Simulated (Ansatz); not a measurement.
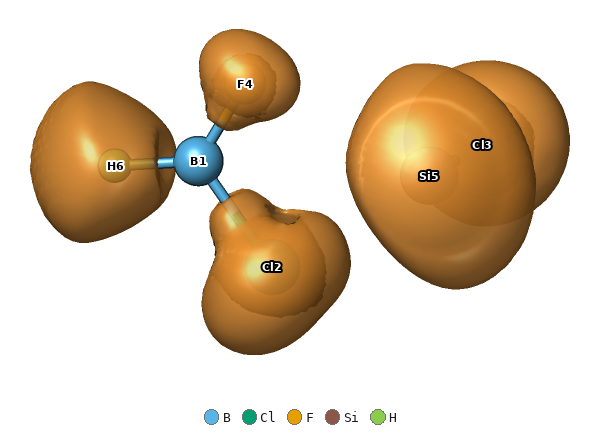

The picture shows: BCl$_{2}$FHSi (charge +1). Isosurface of the electron localisation function at 0.8 (orange), seen across its widest extent. Only the valence region is drawn (cores and ρ < 0.01 e/Å³ removed).

Geometry: PBE0-D3(BJ)/def2-SVP.

These are results of isolated molecule in a Gaussian basis; Kohn-Sham density functional theory, functional PBE0 in Ansatz 0.2.0, not measurements.

The calculation's input:

```
crystal:
  periodic: [false, false, false]
  atoms:
    - symbol: B
      position_ang: [0.079910, -1.149648, -1.323557]
    - symbol: Cl
      position_ang: [1.363391, -1.587212, -0.145419]
    - symbol: Cl
      position_ang: [1.625589, 1.615693, 1.246342]
    - symbol: F
      position_ang: [-0.727901, -0.213776, -0.897015]
    - symbol: Si
      position_ang: [0.444114, 0.072954, 1.733781]
    - symbol: H
      position_ang: [0.021818, -1.698081, -2.380943]
basis:
  gaussian:
    orbitals: def2-TZVPD
hamiltonian:
  xc: {name: PBE0}
total_charge: 1
output: {forces: true, orbitals: {seedname: orbitals}}
```

Run with:

```sh
ansatz run input.yaml --threads 1 --pin off --max-ram 2610MiB --events-out events.jsonl --progress --plain --runs-dir runs
```

Question: Where are the electrons localised?

Answer: At this value the surface marks out one region around a hydrogen nucleus, two regions on Cl in which the atom's valence shell and bonds are merged, one lobe on Si, pointing away from the bonds (lone pairs) and one region wrapped around F (its lone pairs, merged into a ring or cap). Along the contacts the grid gives the following. B–F (1.31 Å): the ELF peaks at about 0.85 between the atoms (a shared but strongly polarised pair). B–Cl (1.80 Å): the ELF peaks at about 0.90 between the atoms: a shared but strongly polarised pair.
